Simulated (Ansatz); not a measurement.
# UB3LYP/6-31G(d) (spherical functions) run of GeNH3Cl (SMILES [NH2][GeH][Cl])

What is the electronic atomisation energy of GeNH3Cl at UB3LYP/6-31G* (spherical functions)? 

The results are computed with Ansatz 0.2.0.

72 further runs of the same task are left out: 72 set aside as unsound or not needed.

## Step 1: The structure to begin with

GeNH3Cl has 6 atoms, charge 0, and is taken as a doublet. SMILES: `[NH2][GeH][Cl]`. Geometry: relaxed at PBE0-D4/def2-TZVP. This is one conformer, not always the lowest.

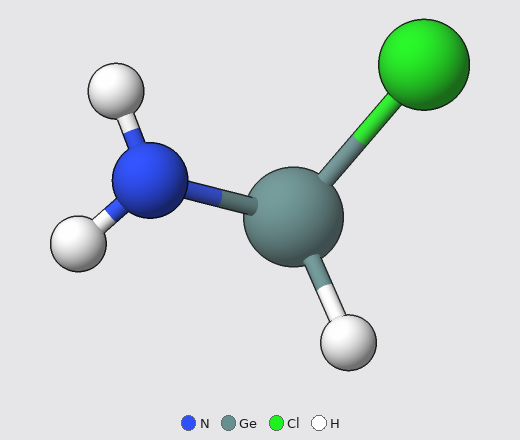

Viewed from a chosen angle; nitrogen blue, germanium teal, chlorine green, hydrogen white.

## Step 2: A single-point energy at UB3LYP/6-31G(d) (spherical functions)

molecule.yaml reads:

```yaml
crystal:
  periodic: [false, false, false]
  atoms:
    - {symbol: "N", position_ang: [-0.446300, 0.317900, -0.788300]}
    - {symbol: Ge, position_ang: [0.075400, -0.151000, 0.908100]}
    - {symbol: Cl, position_ang: [1.243000, -1.956900, 0.623300]}
    - {symbol: H, position_ang: [-0.984500, 1.171200, -0.861400]}
    - {symbol: H, position_ang: [-0.888700, -0.414300, -1.327200]}
    - {symbol: H, position_ang: [1.043200, 0.969100, 1.399300]}
basis:
  gaussian:
    orbitals: 6-31G_st_-spherical.json
magnetization:
  spin_polarized: true
  initial_magnetization: 1
hamiltonian:
  xc: {name: B3LYP}
accuracy: high
output: {orbitals: {seedname: orbitals}}
```

The basis set 6-31G* is read from a file made from the Basis Set Exchange's data (not shown).

Run with:

```console
$ ansatz run molecule.yaml --threads 1 --pin off --max-ram 3480MiB --events-out events.jsonl --progress --plain --runs-dir runs
```

The log of the run:

```text
Warning: RAYON_NUM_THREADS=1 ignored (pool sized by the plan → 1); use --threads N
Functional definition: B3LYP
  name "B3LYP"
  parameter a0 = 0.2
  parameter ax = 0.72
  parameter ac = 0.81
  exchange = (1 - a0 - ax)*slater_x + ax*b88_x + a0*exact_x
  correlation = (1 - ac)*vwn_rpa_c + ac*lyp_c
1474 factors; integrals over basis functions are off by at most 4.3e-9 eV
mean field evaluation 1: about -70566.9702 eV, gradient 4.0e1 eV
mean field evaluation 2: about -70541.4109 eV, gradient 7.6e1 eV
mean field evaluation 4: about -70573.1899 eV, gradient 4.1e0 eV
mean field evaluation 8: about -70573.3935 eV, gradient 1.9e-1 eV
mean field evaluation 16: about -70573.3938 eV, gradient 1.2e-4 eV
mean field -70573.39375688 eV, -2593.5243842011 hartree, gradient 3.8e-8 eV, S^2 0.753473; 0 other end points of the search recorded, 0 dependent functions left out
reference -70573.39379262 eV, -2593.5243855145 hartree; 30, 29 occupied and 40, 41 virtual orbitals, 1474 factors
Total energy: -70573.39379262 eV, -2593.5243855145 hartree
```

It took 13 s on 1 thread of Arm Neoverse V1, shared host; peak memory 0.33 GiB.

## Step 3: The Cl atom at the same level

run.yaml reads:

```yaml
crystal:
  periodic: [false, false, false]
  atoms:
    - {symbol: Cl, position_ang: [0.000000, 0.000000, 0.000000]}
basis:
  gaussian:
    orbitals: 6-31G_st_-spherical.json
magnetization:
  spin_polarized: true
  initial_magnetization: 1
hamiltonian:
  xc: {name: B3LYP}
accuracy: high
```

The basis set 6-31G* is read from a file made from the Basis Set Exchange's data (not shown).

Run with:

```console
$ ansatz run run.yaml --threads 1 --pin off --max-ram 3480MiB --events-out events.jsonl --progress --plain --runs-dir runs
```

The log of the run (excerpt; [...] marks lines left out):

```text
Warning: RAYON_NUM_THREADS=1 ignored (pool sized by the plan → 1); use --threads N
[... 7 set-up lines as earlier in the session ...]
140 factors; integrals over basis functions are off by at most 3.1e-9 eV
mean field evaluation 1: about -12520.7929 eV, gradient 3.0e0 eV
mean field evaluation 2: about -12520.8431 eV, gradient 1.0e0 eV
mean field evaluation 4: about -12520.8501 eV, gradient 3.8e-1 eV
mean field evaluation 8: about -12520.8510 eV, gradient 2.0e-4 eV
mean field evaluation 16: about -12520.8510 eV, gradient 3.3e-6 eV
mean field -12520.85099785 eV, -460.1327872334 hartree, gradient 3.5e-8 eV, S^2 0.751713; 0 other end points of the search recorded, 0 dependent functions left out
reference -12520.85102068 eV, -460.1327880722 hartree; 9, 8 occupied and 9, 10 virtual orbitals, 140 factors
Total energy: -12520.85102068 eV, -460.1327880722 hartree
```

It took 0.81 s on 1 thread of Arm Neoverse V1, shared host.

## Step 4: The Ge atom at the same level

run.yaml reads:

```yaml
crystal:
  periodic: [false, false, false]
  atoms:
    - symbol: Ge
      position_ang: [0.000000, 0.000000, 0.000000]
basis:
  gaussian:
    orbitals: 6-31G_st_-spherical.json
magnetization:
  spin_polarized: true
  initial_magnetization: 2
hamiltonian:
  xc: {name: B3LYP}
accuracy: high
```

The basis set 6-31G* is read from a file made from the Basis Set Exchange's data (not shown).

Run the same way, it converges to -2076.68559 Eh (log not shown).

## Step 5: The H atom, same level

run.yaml reads:

```yaml
crystal:
  periodic: [false, false, false]
  atoms:
    - symbol: H
      position_ang: [0.000000, 0.000000, 0.000000]
basis:
  gaussian: {orbitals: "6-31G*"}
magnetization: {spin_polarized: true, initial_magnetization: 1}
hamiltonian: {xc: {name: B3LYP}}
accuracy: high
```

Run the same way, it converges to -0.50027 Eh (log not shown).

## Step 6: The N atom

in.yaml reads:

```yaml
crystal:
  periodic: [false, false, false]
  atoms:
    - {symbol: "N", position_ang: [0.000000, 0.000000, 0.000000]}
basis:
  gaussian: {orbitals: 6-31G_st_-spherical.json}
hamiltonian: {xc: {name: B3LYP}}
magnetization: {spin_polarized: true, initial_magnetization: 3}
accuracy: high
```

The basis set 6-31G* is read from a file made from the Basis Set Exchange's data (not shown).

Run with:

```console
$ ansatz run in.yaml --threads 1 --pin off --max-ram 3480MiB --events-out events.jsonl --progress --plain --runs-dir runs
```

The log of the run (excerpt; [...] marks lines left out):

```text
Warning: RAYON_NUM_THREADS=1 ignored (pool sized by the plan → 1); use --threads N
[... 7 set-up lines as earlier in the session ...]
96 factors; integrals over basis functions are off by at most 1.2e-9 eV
mean field evaluation 1: about -1485.1541 eV, gradient 5.0e0 eV
mean field evaluation 2: about -1485.2368 eV, gradient 2.8e0 eV
mean field evaluation 4: about -1485.2760 eV, gradient 7.0e-2 eV
mean field evaluation 8: about -1485.2757 eV, gradient 1.0e-4 eV
mean field -1485.27568097 eV, -54.5828745195 hartree, gradient 2.5e-9 eV, S^2 3.752147; 0 other end points of the search recorded, 0 dependent functions left out
reference -1485.27569590 eV, -54.5828750685 hartree; 5, 2 occupied and 9, 12 virtual orbitals, 96 factors
Total energy: -1485.27569590 eV, -54.5828750685 hartree
```

Wall time 0.35 s (1 thread of Arm Neoverse V1, shared host).

## Step 7: What came out

Level: UB3LYP/6-31G* (spherical functions).

| quantity | value |
| --- | --- |
| molecule: total energy | -2593.52439 Eh |
| molecule: HOMO energy (highest over α and β) | -5.69 eV |
| molecule: LUMO energy (lowest over α and β) | -3.15 eV |
| molecule: ⟨S²⟩ | 0.753 |
| Cl atom: total energy | -460.13279 Eh |
| Cl atom: ⟨S²⟩ | 0.752 |
| Ge atom: total energy | -2076.68559 Eh |
| Ge atom: ⟨S²⟩ | 2.002 |
| H atom: total energy | -0.50027 Eh |
| H atom: ⟨S²⟩ | 0.750 |
| N atom: total energy | -54.58288 Eh |
| N atom: ⟨S²⟩ | 3.752 |
| electronic atomisation energy | 16.934 eV |

In words: Taking the molecule apart into free atoms costs 16.93 eV (1634 kJ/mol), before zero-point energy and without spin-orbit coupling.
